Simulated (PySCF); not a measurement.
Br3OW (W(O)(Br)3) (doublet)

Input

```
mol = gto.M(atom='''
W      0.25847     0.00000     0.25565
O      1.53731     0.00000     1.37680
Br     0.66781     1.83588    -1.28861
Br    -1.99674     0.00000     1.15586
Br     0.66781    -1.83588    -1.28861''',
    basis={'W': 'def2-SVP', 'O': 'def2-SVP', 'Br': 'def2-SVP'},
    ecp={'W': 'def2-SVP'},
    charge=0, spin=1)
mf = dft.UKS(mol, xc='PBE')
mf.grids.atom_grid = (75, 302)  # f atoms: at least (60, 302), unpruned
mf = mf.density_fit()  # W def2-universal-JKFIT, O def2-universal-JKFIT, Br def2-universal-JKFIT
mf.conv_tol = 1e-09; mf.max_cycle = 55
mf.kernel(dm0)
```

Command:

```sh
OMP_NUM_THREADS=4 python run.py
```

Core potentials replace the inner electrons of W.

These are results of PySCF 2.14.0, UKS PBE, W def2-SVP with ECP60, O def2-SVP, Br def2-SVP; non-relativistic Hamiltonian with scalar-relativistic core potentials where named; density fitting, not measurements.

What can the converged electron density, electron localisation function and spin density tell about the bonding?

W–O (1.70 Å): the density is about 1.8 e/Å³ at the midpoint; the ELF peaks at about 0.80 in the valence shell of O, 0.5 Å from its nucleus, and drops to about 0.40 between the two atoms.
W–Br (2.43 Å): the density is about 0.61 e/Å³ at the midpoint; the ELF peaks at about 0.75 in the valence shell of Br, 1.0 Å from its nucleus, and is about 0.45 at the midpoint.
The unpaired spin (1 electron) lies mostly on W1 (about 0.7), Br3 (about 0.1) and Br5 (about 0.1), in electrons by Hirshfeld's partition.

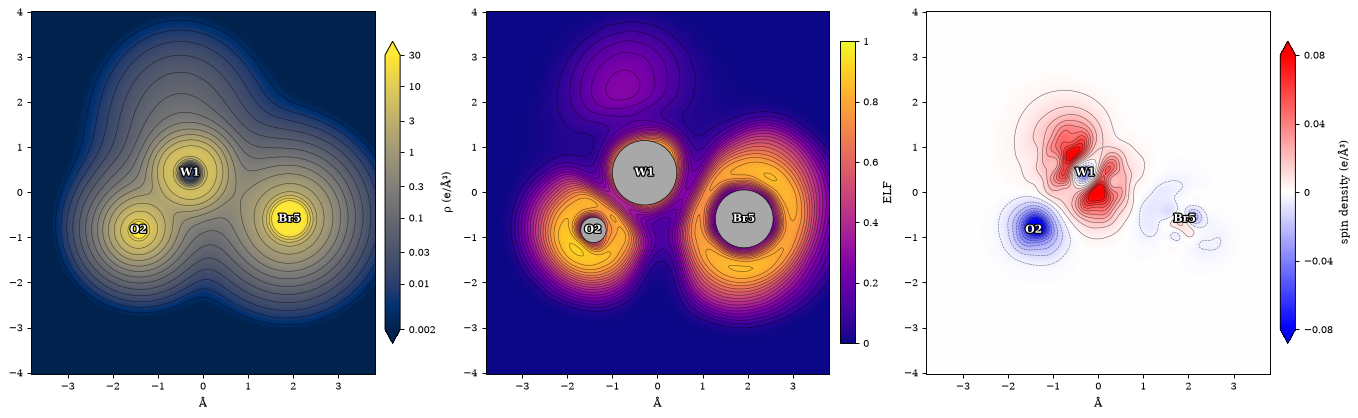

Computed electron density, electron localisation function and spin density on the plane of atoms O2, W1 and Br5, in this order. Grey discs cover the atomic cores in the ELF map. 
